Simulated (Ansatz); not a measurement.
# Work function of V(110): what the settings cost and change

How far do functional and pseudopotentials move the work function of V(110), and at what cost?

Method: plane-wave DFT, PBE, Ansatz PAW, in the first sound run; inputs show where later runs differ, in Ansatz 0.2.0.

## Step 1: The structure

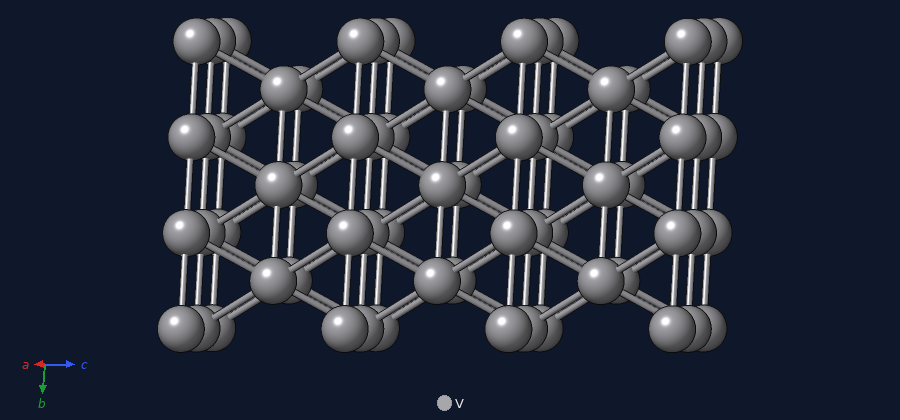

The cell as given, from the side, with the c axis across the page (vanadium grey). 2×3×1 cells are drawn. Some periodic images of atoms are drawn too.

The cell holds 7 atoms: 7 V. Cell: a = 2.615 Å, b = 2.615 Å, c = 30.813 Å, α = 90.0°, β = 90.0°, γ = 70.5°. Vacuum lies along c.

As a file:

```cif
data_structure
_symmetry_space_group_name_H-M 'P 1'
_symmetry_Int_Tables_number 1
_cell_length_a 2.6154
_cell_length_b 2.6154
_cell_length_c 30.8128
_cell_angle_alpha 90.000
_cell_angle_beta 90.000
_cell_angle_gamma 70.529
_cell_volume 198.71
loop_
_atom_site_label
_atom_site_type_symbol
_atom_site_fract_x
_atom_site_fract_y
_atom_site_fract_z
_atom_site_occupancy
V1 V 0.00000 0.00000 0.29209 1
V2 V 0.50000 0.50000 0.36139 1
V3 V 0.00000 0.00000 0.43070 1
V4 V 0.50000 0.50000 0.50000 1
V5 V 0.00000 0.00000 0.56930 1
V6 V 0.50000 0.50000 0.63861 1
V7 V 0.00000 0.00000 0.70791 1
```

## Step 2: Slab, setting PBE, Ansatz PAW (420 eV)

A work function rests on the faint tail of the density, so the SCF threshold is tight. PBE on the default files comes first; the next runs keep the geometry and change functional or files, each at the cutoff that its files recommend; a relaxation and, for heavy metals, spin-orbit coupling close the ladder.

File input.yaml:

```yaml
crystal:
  lattice:
    - [2.1354624792, -1.51, 0.0]
    - [2.1354624792, 1.51, 0.0]
    - [0.0, 0.0, 30.8127748751]
  atoms:
    - { symbol: V, position: [0.0, 0.0, 0.2920866438] }
    - { symbol: V, position: [0.5, 0.5, 0.3613910959] }
    - { symbol: V, position: [0.0, 0.0, 0.4306955479] }
    - { symbol: V, position: [0.5, 0.5, 0.5] }
    - { symbol: V, position: [0.0, 0.0, 0.5693044521] }
    - { symbol: V, position: [0.5, 0.5, 0.6386089041] }
    - { symbol: V, position: [0.0, 0.0, 0.7079133562] }
kpoints:
  mp_grid: { grid: [16, 16, 1] }
hamiltonian:
  xc: pbe
scf:
  occupations: { method: fermi_dirac, width: 0.1 }
  convergence: { dr2_threshold: 1.0e-09 }
efield:
  axis: 3
  dipole_correction: true
  ramp_position: 0.97
  ramp_width: 0.06
output:
  write_potential: true
  write_density: true
  volumetric_format: npy
  elf: true
```

Started as:

```console
$ ansatz run input.yaml --threads 2 --pin off --max-ram 3072MiB --backend cpu --events-out ev --progress --plain --runs-dir out
```

Numbers of over 12 decimals in the logs are rounded to 6 here.

The log of the run:

```text
Engine: ansatz 0.2.0, aarch64-unknown-linux-gnu
Pseudopotentials: kind: paw
Pseudopotential: V, paw, valence charge 13, recommended cutoff 420 eV (normal), V.paw.azcp
Functional definition: PBE
  parameter kappa = 0.804
  parameter beta = 0.066725
  exchange = pbe_x(kappa = kappa, mu = beta*pi^2/3)
  correlation = pbe_c(beta = beta)
Crystal: 7 atoms, lattice volume = 198.715 Å³
Basis set: ecut = 420 eV, 3845 PW (Γ)
Bands: 55, of which v1, the nominal top of the filled ones, is band 46 counted from 1 (45 counted from 0)
Symmetry: 4 space group operations
k-points: 73 of 256
Non-local potential: V, projectors of the file, l = 0: 3, l = 1: 2, l = 2: 3, l = 3: 1
PAW form: soft (Blöchl's): semilocal exchange-correlation on the pseudo side does not see the compensation charge
PAW one-centre angular grid: V, 590 points (default); XC on 64 Gauss nodes
Initial density: superposition of atomic densities (neutral atoms: chi_scale 0, normalization atom), corrected by the library's trained network
Initial wavefunctions: pseudopotential atomic-orbital guess
Functional: x = pbe(κ = 0.804, μ = 0.219515), c = pbe(β = 0.066725)
SCF iter   1: F=—  HF=-20385.159165 eV  |F-HF|=—  |Δ(HF+E_count)|=         —  Δρ=2.26e-2  dr2=1.86e1  ethr=1.77e-3  p=0.000 e·Å  D=2.87e-13 V/Å  ΔV_dip=-0.00 eV  dr2_dipole=3.42e-9  V_vac-E_F(+/−)=5.02/5.02 eV  ⟨swp⟩=8.5  Hψ=17672  notcnv=0
efield: sawtooth ramp at fractional position 0.9700 (set: `efield.ramp_position`, or a place that a band, a saddle search or an elastic batch's reference lends), width 0.0600; the density the first Hamiltonian is built on has a dipole p = 0.000 e·Å; the dipole correction subtracts the counter field D = 2.87e-13 V/Å, which shifts the + side's vacuum level by -0.00 eV against the − side's; the planar-averaged density in the ramp window peaks in size at 2.4e-5 e/Å³
preconditioner: auto → LDOS  [metal: Δε(μ)=0.006 eV  Ē_g=2.804 eV  σ=0.100 eV  W_gap=0.01  n_scr=22 (ndim 8)  ℏωp=15.6 eV  f_vac=0.468  D(μ)=12.47/eV (n_scr^D=150)  β→1.0]
SCF iter   2: F=—  HF=-20385.016269 eV  |F-HF|=—  |Δ(HF+E_count)|=   1.43e-1  Δρ=3.74e-3  dr2=6.36e-2  ethr=1.77e-3  p=0.000 e·Å  D=9.65e-6 V/Å  ΔV_dip=-0.00 eV  dr2_dipole=1.26e-8  V_vac-E_F(+/−)=4.75/4.75 eV  ⟨swp⟩=2.7  Hψ=5187  notcnv=0
SCF iter   3: F=—  HF=-20385.017476 eV  |F-HF|=—  |Δ(HF+E_count)|=   1.21e-3  Δρ=2.80e-3  dr2=2.98e-2  ethr=6.99e-5  p=0.000 e·Å  D=1.13e-5 V/Å  ΔV_dip=-0.00 eV  dr2_dipole=8.05e-9  V_vac-E_F(+/−)=4.81/4.81 eV  ⟨swp⟩=2.9  Hψ=7963  notcnv=0
SCF iter   4: F=—  HF=-20385.012839 eV  |F-HF|=—  |Δ(HF+E_count)|=   4.64e-3  Δρ=4.01e-4  dr2=5.99e-4  ethr=3.28e-5  p=0.000 e·Å  D=8.57e-6 V/Å  ΔV_dip=-0.00 eV  dr2_dipole=4.85e-9  V_vac-E_F(+/−)=4.77/4.77 eV  ⟨swp⟩=2.1  Hψ=5864  notcnv=0
SCF iter   5: F=—  HF=-20385.012863 eV  |F-HF|=—  |Δ(HF+E_count)|=   2.43e-5  Δρ=1.33e-4  dr2=4.96e-5  ethr=6.58e-7  p=0.000 e·Å  D=4.05e-6 V/Å  ΔV_dip=-0.00 eV  dr2_dipole=9.58e-10  V_vac-E_F(+/−)=4.77/4.77 eV  ⟨swp⟩=2.9  Hψ=7278  notcnv=0
SCF iter   6: F=—  HF=-20385.012880 eV  |F-HF|=—  |Δ(HF+E_count)|=   1.64e-5  Δρ=4.95e-5  dr2=6.26e-6  ethr=5.45e-8  p=0.000 e·Å  D=1.49e-6 V/Å  ΔV_dip=-0.00 eV  dr2_dipole=2.91e-11  V_vac-E_F(+/−)=4.77/4.77 eV  ⟨swp⟩=2.4  Hψ=6553  notcnv=0
SCF iter   7: F=—  HF=-20385.013058 eV  |F-HF|=—  |Δ(HF+E_count)|=   1.78e-4  Δρ=2.20e-5  dr2=3.99e-6  ethr=6.88e-9  p=0.000 e·Å  D=5.87e-7 V/Å  ΔV_dip=-0.00 eV  dr2_dipole=1.15e-13  V_vac-E_F(+/−)=4.77/4.77 eV  ⟨swp⟩=3.3  Hψ=8199  notcnv=0
SCF iter   8: F=—  HF=-20385.013058 eV  |F-HF|=—  |Δ(HF+E_count)|=   3.35e-7  Δρ=1.05e-5  dr2=4.36e-7  ethr=4.38e-9  p=0.000 e·Å  D=2.81e-7 V/Å  ΔV_dip=-0.00 eV  dr2_dipole=1.76e-13  V_vac-E_F(+/−)=4.77/4.77 eV  ⟨swp⟩=1.5  Hψ=4194  notcnv=0
SCF iter   9: F=—  HF=-20385.013058 eV  |F-HF|=—  |Δ(HF+E_count)|=   4.12e-8  Δρ=3.02e-6  dr2=9.50e-8  ethr=4.79e-10  p=0.000 e·Å  D=8.58e-8 V/Å  ΔV_dip=-0.00 eV  dr2_dipole=4.27e-14  V_vac-E_F(+/−)=4.77/4.77 eV  ⟨swp⟩=2.3  Hψ=5166  notcnv=0
SCF iter  10: F=—  HF=-20385.013058 eV  |F-HF|=—  |Δ(HF+E_count)|=  2.11e-10  Δρ=2.29e-6  dr2=3.15e-8  ethr=1.04e-10  p=0.000 e·Å  D=3.24e-8 V/Å  ΔV_dip=-0.00 eV  dr2_dipole=1.62e-18  V_vac-E_F(+/−)=4.77/4.77 eV  ⟨swp⟩=2.1  Hψ=5198  notcnv=0
SCF iter  11: F=—  HF=-20385.013058 eV  |F-HF|=—  |Δ(HF+E_count)|=   7.06e-9  Δρ=8.55e-7  dr2=4.13e-9  ethr=3.46e-11  p=0.000 e·Å  D=5.07e-9 V/Å  ΔV_dip=-0.00 eV  dr2_dipole=4.47e-13  V_vac-E_F(+/−)=4.77/4.77 eV  ⟨swp⟩=2.2  Hψ=5482  notcnv=0
SCF iter  12: F=-20385.013058 eV  HF=-20385.013058 eV  |F-HF|=4.37e-10  |Δ(HF+E_count)|=  9.86e-10  Δρ=1.68e-7  dr2=7.06e-11  ethr=1.10e-12  p=-0.000 e·Å  D=-8.60e-10 V/Å  ΔV_dip=0.00 eV  dr2_dipole=3.73e-16  V_vac-E_F(+/−)=4.78/4.78 eV  ⟨swp⟩=7.5  Hψ=11021  notcnv=0
SCF 1 converged in 12 iterations: F = -20385.013058 eV  dr2 = 7.06e-11
  greatest PAW one-centre occupation: 1.000 electrons in one spin orbital (limit 2), on the V atom at site 5 (counted from 0), in its partial waves of l = 0
WARN: The output density's exchange-correlation potential varies sharply where the density is thin. Do not read a vacuum level from v_tot or v_xc, or from such a field of the output density. On a cell that repeats whose density bears no net charge and no dipole along the vacuum's axis use v_es (v_loc + v_h of the components); under efield.dipole_correction with no amplitude use v_es + v_field, which holds any externa [...]
SCF converged after 12 iterations
Free energy (F): -20385.013058 eV
Harris-Foulkes:  -20385.013058 eV  (|F-HF|=4.37e-10)
Internal energy: -20384.593673 eV  (E = F + TS)
E sigma→0 (E₀):  -20384.803365 eV
Entropy (-TS):   -0.419385 eV (-59.912 meV/atom)
Fermi energy:    5.514492 eV
Dipole field:    D = -0.000000 V/Å  (p = -0.000000 e·Å, saw-weighted, corrected)
Work function:   Φ+ = 4.7750 eV   Φ− = 4.7750 eV
Levels:          The Fermi level and band energies are counted from a zero that moves with the ramp; work functions are not
--- Per-component energies (eV) ---
  E_band       = -2018.543631
  E_kinetic    = 2345.358082
  E_local      = -166615.893830  (includes V_loc(G=0)·N_el)
  E_nonlocal   = -316.665159
  E_hartree    = 82552.221526
  E_xc         = -908.623854
  E_vxc        = -1151.460432  (∫ρ·V_xc dr)
  E_paw        = -7789.112818  (= ΣΔE_a)
  E_vpaw       = -1384.327268  (= ΣTr[D̂ρ^β])
  E_aug_tail   = 0.001866  (compensation charges beyond the density's cutoff)
  E_efield     = 0.000000  (sawtooth field / dipole correction)
  E_vefield    = 0.000000  (∫n·V_field dr)
  E_ewald      = 70348.120515
  E_smearing   = -0.419385  (= −TS)
  E_closure    = 0.000000  (closes the sum)
  Σ components = -20385.013058   (vs F -20385.013058, Δ=0.00e0)
--- Band table (eV; the first three rows and the last of 73) ---
  k-point 0: bands = [... 42 lower, 5.5946, 5.6043, 5.6740, 5.7733, 5.8227, 5.8700, 5.9992, 6.2341, ... 5 higher]
  k-point 1: bands = [... 42 lower, 5.5230, 5.5607, 5.6068, 5.7151, 5.7984, 5.8993, 6.0211, 6.0549, ... 5 higher]
  k-point 2: bands = [... 42 lower, 5.3121, 5.4009, 5.5058, 5.6806, 5.6823, 5.6850, 5.9702, 6.0735, ... 5 higher]
  k-point 72: bands = [... 42 lower, 5.4758, 5.8446, 6.2646, 6.9867, 7.0147, 7.0902, 7.1696, 7.3118, ... 5 higher]
```

Elapsed: 2.8 min, on 2 threads of Arm Neoverse N1, shared host; peak memory 0.98 GiB; 4.3 min of CPU time.

This step gave:

```yaml
energy_at_zero_smearing: -20384.8034 eV
work_function_upper_face: 4.775 eV
```

Running mean over 2.135 Å of the planar mean; the ramp of the sawtooth is left out. Electron's electrostatic potential energy less the Fermi level against z:

```csv
z (Å),electron's electrostatic potential energy less the Fermi level (eV)
4,4.77
5,4.76
6,4.64
7,3.50
8,-3.01
9,-7.87
10,-7.77
11,-7.74
12,-7.73
13,-7.73
14,-7.74
15,-7.74
16,-7.74
17,-7.74
18,-7.72
19,-7.74
20,-7.74
21,-7.79
22,-7.64
23,-1.49
24,3.93
25,4.69
26,4.77
27,4.77
```

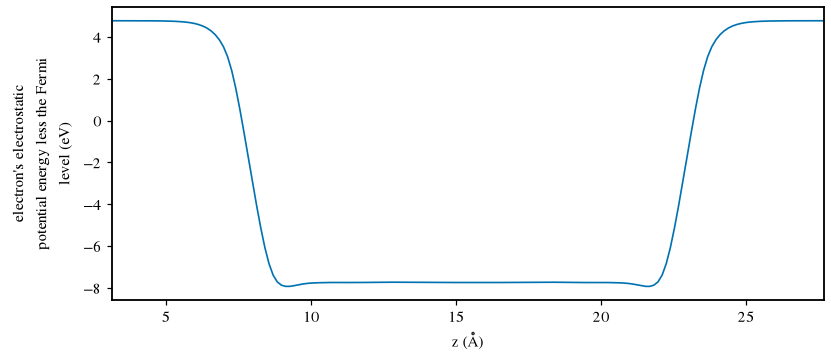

Electron's electrostatic potential energy less the Fermi level against z.

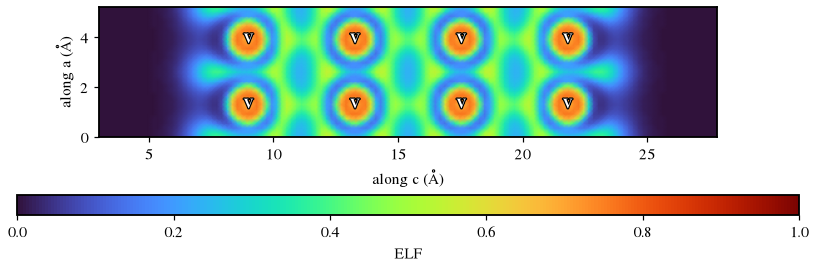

ELF in the ca plane at fractional y = 0.000, with atoms of V within 0.2 Å of it. It is the smooth field of the valence electrons, not physical close to the nuclei. The map starts off the cell's origin, so that atoms lie inside it. The far vacuum is left out of the map.

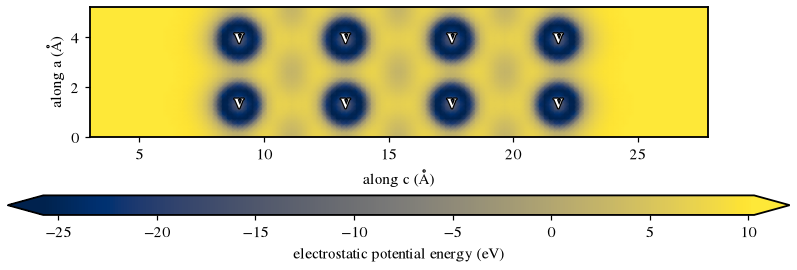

Electrostatic potential energy in the ca plane at fractional y = 0.000, with atoms of V within 0.2 Å of it. With pseudopotentials it is smooth inside the atoms' cores, unlike the true potential. The map starts off the cell's origin, so that atoms lie inside it. The far vacuum is left out of the map.

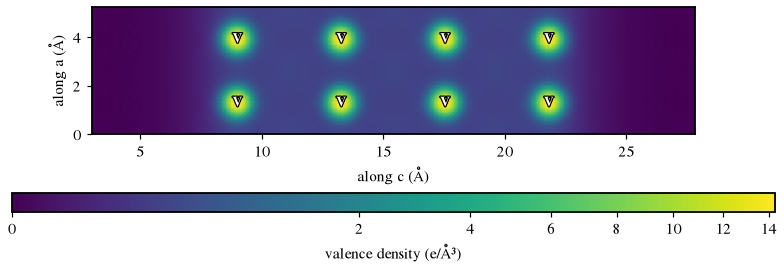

Valence density in the ca plane at fractional y = 0.000, with atoms of V within 0.2 Å of it. It is the smooth field of the valence electrons, not physical close to the nuclei. The map starts off the cell's origin, so that atoms lie inside it. The colour scale is stretched toward low values. The far vacuum is left out of the map.

The work function is 4.775 eV.

## Step 3: Slab

This step: plane-wave DFT, LDA, Ansatz PAW (Ansatz 0.2.0).

input.yaml: that of step 2 with these lines changed.

```diff
@@ -16,3 +16,3 @@
 hamiltonian:
-  xc: pbe
+  xc: lda
 scf:
@@ -29,2 +29 @@
   volumetric_format: npy
-  elf: true
```

The log of the run:

```text
[...]
Crystal: 7 atoms, lattice volume = 198.715 Å³
Basis set: ecut = 420 eV, 3845 PW (Γ)
Bands: 55, of which v1, the nominal top of the filled ones, is band 46 counted from 1 (45 counted from 0)
Symmetry: 4 space group operations
k-points: 73 of 256
[...]
k-point 0: bands = [... 42 lower, 5.3079, 5.3089, 5.4124, 5.4937, 5.5255, 5.5731, 5.7029, 5.9990, ... 5 higher]
  k-point 1: bands = [... 42 lower, 5.2339, 5.2972, 5.3207, 5.4227, 5.5014, 5.6026, 5.7251, 5.8302, ... 5 higher]
  k-point 2: bands = [... 42 lower, 5.0532, 5.1070, 5.2105, 5.3838, 5.3877, 5.4450, 5.7340, 5.7788, ... 5 higher]
  k-point 72: bands = [... 42 lower, 5.1872, 5.5830, 5.9785, 6.6844, 6.7224, 6.8092, 6.8891, 7.0028, ... 5 higher]
[key lines of the parts left out:]
SCF converged after 11 iterations
Free energy (F): -20020.516537 eV
Fermi energy:    5.238532 eV
Dipole field:    D = 0.000000 V/Å  (p = 0.000000 e·Å, saw-weighted, corrected)
Work function:   Φ+ = 4.9943 eV   Φ− = 4.9943 eV
```

Wall time 2.5 min (2 threads); peak memory 0.97 GiB.

The work function is 4.994 eV, +0.219 eV from the run “PBE, Ansatz PAW (420 eV)”, at 0.97 times its CPU time.

## Step 4: Slab

This step: plane-wave DFT, PBEsol, Ansatz PAW (Ansatz 0.2.0).

input.yaml: that of step 3 with these lines changed.

```diff
@@ -16,3 +16,3 @@
 hamiltonian:
-  xc: lda
+  xc: pbesol
 scf:
```

The log of the run:

```text
[...]
Crystal: 7 atoms, lattice volume = 198.715 Å³
Basis set: ecut = 420 eV, 3845 PW (Γ)
Bands: 55, of which v1, the nominal top of the filled ones, is band 46 counted from 1 (45 counted from 0)
Symmetry: 4 space group operations
k-points: 73 of 256
[...]
k-point 0: bands = [... 42 lower, 5.4796, 5.4913, 5.5601, 5.6599, 5.7105, 5.7580, 5.8883, 6.1225, ... 5 higher]
  k-point 1: bands = [... 42 lower, 5.4081, 5.4463, 5.4936, 5.6020, 5.6861, 5.7876, 5.9103, 5.9427, ... 5 higher]
  k-point 2: bands = [... 42 lower, 5.1975, 5.2861, 5.3922, 5.5678, 5.5693, 5.5722, 5.8582, 5.9629, ... 5 higher]
  k-point 72: bands = [... 42 lower, 5.3630, 5.7265, 6.1551, 6.8726, 6.9055, 6.9701, 7.0663, 7.1958, ... 5 higher]
[key lines of the parts left out:]
SCF converged after 11 iterations
Free energy (F): -20194.738323 eV
Fermi energy:    5.400183 eV
Dipole field:    D = 0.000000 V/Å  (p = 0.000000 e·Å, saw-weighted, corrected)
Work function:   Φ+ = 4.8645 eV   Φ− = 4.8645 eV
```

It took 2.3 min on 2 threads; peak memory 0.98 GiB.

The work function is 4.865 eV, +0.089 eV from the run “PBE, Ansatz PAW (420 eV)”, at 0.95 times its CPU time.

## Step 5: Slab

This step: plane-wave DFT, RPBE, Ansatz PAW (Ansatz 0.2.0).

input.yaml: that of step 4 with these lines changed.

```diff
@@ -16,3 +16,3 @@
 hamiltonian:
-  xc: pbesol
+  xc: rpbe
 scf:
```

The log of the run:

```text
[...]
Crystal: 7 atoms, lattice volume = 198.715 Å³
Basis set: ecut = 420 eV, 3845 PW (Γ)
Bands: 55, of which v1, the nominal top of the filled ones, is band 46 counted from 1 (45 counted from 0)
Symmetry: 4 space group operations
k-points: 73 of 256
[...]
k-point 0: bands = [... 42 lower, 5.7139, 5.7268, 5.7853, 5.8919, 5.9454, 5.9925, 6.1214, 6.3318, ... 5 higher]
  k-point 1: bands = [... 42 lower, 5.6437, 5.6717, 5.7283, 5.8364, 5.9210, 6.0219, 6.1434, 6.1553, ... 5 higher]
  k-point 2: bands = [... 42 lower, 5.4300, 5.5231, 5.6280, 5.7899, 5.8036, 5.8043, 6.0727, 6.1967, ... 5 higher]
  k-point 72: bands = [... 42 lower, 5.5956, 5.9558, 6.3832, 7.1129, 7.1388, 7.2075, 7.2864, 7.4384, ... 5 higher]
[key lines of the parts left out:]
SCF converged after 12 iterations
Free energy (F): -20416.097022 eV
Fermi energy:    5.630748 eV
Dipole field:    D = 0.000001 V/Å  (p = 0.000001 e·Å, saw-weighted, corrected)
Work function:   Φ+ = 4.6533 eV   Φ− = 4.6533 eV
```

Wall time 2.5 min (2 threads); peak memory 0.98 GiB.

The work function is 4.653 eV, -0.122 eV from the run “PBE, Ansatz PAW (420 eV)”, at 0.97 times its CPU time.

## Step 6: Slab

This step: plane-wave DFT, r2SCAN, Ansatz PAW (Ansatz 0.2.0).

input.yaml: that of step 5 with these lines changed.

```diff
@@ -16,3 +16,3 @@
 hamiltonian:
-  xc: rpbe
+  xc: r2scan
 scf:
```

The log of the run:

```text
[...]
Crystal: 7 atoms, lattice volume = 198.715 Å³
Basis set: ecut = 500 eV, 5063 PW (Γ), exchange–correlation on 80×80×900 points (64 copies of the dense FFT grid, shifted against one another)
Bands: 55, of which v1, the nominal top of the filled ones, is band 46 counted from 1 (45 counted from 0)
Symmetry: 4 space group operations
k-points: 73 of 256
[...]
k-point 0: bands = [... 42 lower, 5.5332, 5.5463, 5.5606, 5.7251, 5.7943, 5.8432, 5.9762, 6.0516, ... 5 higher]
  k-point 1: bands = [... 42 lower, 5.4299, 5.4645, 5.5597, 5.6738, 5.7682, 5.8728, 5.8830, 5.9983, ... 5 higher]
  k-point 2: bands = [... 42 lower, 5.2372, 5.3411, 5.4559, 5.5314, 5.6388, 5.6440, 5.8079, 6.0524, ... 5 higher]
  k-point 72: bands = [... 42 lower, 5.4101, 5.7502, 6.2349, 7.0379, 7.0391, 7.1126, 7.1688, 7.4011, ... 5 higher]
[key lines of the parts left out:]
SCF converged after 12 iterations
Free energy (F): -20417.324565 eV
Fermi energy:    5.424033 eV
Dipole field:    D = 0.000000 V/Å  (p = 0.000000 e·Å, saw-weighted, corrected)
Work function:   Φ+ = 4.8911 eV   Φ− = 4.8911 eV
```

Run time: 4.5 min. Hardware: 2 threads; peak memory 1.4 GiB; 8.2 min of CPU time.

The work function is 4.891 eV, +0.116 eV from the run “PBE, Ansatz PAW (420 eV)”, at 1.9 times its CPU time.

## Step 7: Run

This step: plane-wave DFT, PBE, JTH PAW (Ansatz 0.2.0).

input.yaml: that of step 6 with these lines changed.

```diff
@@ -16,3 +16,4 @@
 hamiltonian:
-  xc: r2scan
+  xc: pbe
+  pseudopotentials: { kind: paw, source: jth }
 scf:
```

The log of the run:

```text
[...]
k-point 0: bands = [... 42 lower, 5.7818, 5.7923, 5.8619, 5.9611, 6.0102, 6.0570, 6.1858, 6.4240, ... 14 higher]
  k-point 1: bands = [... 42 lower, 5.7103, 5.7489, 5.7948, 5.9025, 5.9857, 6.0861, 6.2074, 6.2444, ... 14 higher]
  k-point 2: bands = [... 42 lower, 5.5009, 5.5883, 5.6937, 5.8681, 5.8694, 5.8741, 6.1596, 6.2594, ... 14 higher]
  k-point 72: bands = [... 42 lower, 5.6624, 6.0325, 6.4487, 7.1692, 7.1971, 7.2748, 7.3518, 7.4937, ... 14 higher]
[key lines of the parts left out:]
SCF converged after 18 iterations
Free energy (F): -20382.285849 eV
Fermi energy:    5.702166 eV
Dipole field:    D = -0.000000 V/Å  (p = -0.000000 e·Å, saw-weighted, corrected)
Work function:   Φ+ = 4.7688 eV   Φ− = 4.7688 eV
```

The job ended after 26 min (2 threads; peak memory 2.8 GiB).

The work function is 4.769 eV, -0.006 eV from the run “PBE, Ansatz PAW (420 eV)”, at 9.1 times its CPU time.

[end of part 1 of 2]

[Logs are printed without paths, hosts, clocks, repeated set-up lines and the standing remarks that a program may print on its own settings, such as how far it seeks lower states.]

[Hosts, paths, dates, database ids (printed as entryN), source tags and the programs' standing remarks are cut or masked in the printed files.]

[Maps of the electrostatic potential energy from Ansatz leave out the sawtooth potential of an applied field or a dipole correction, so their vacuum need not be flat; planar profiles and work functions include it.]
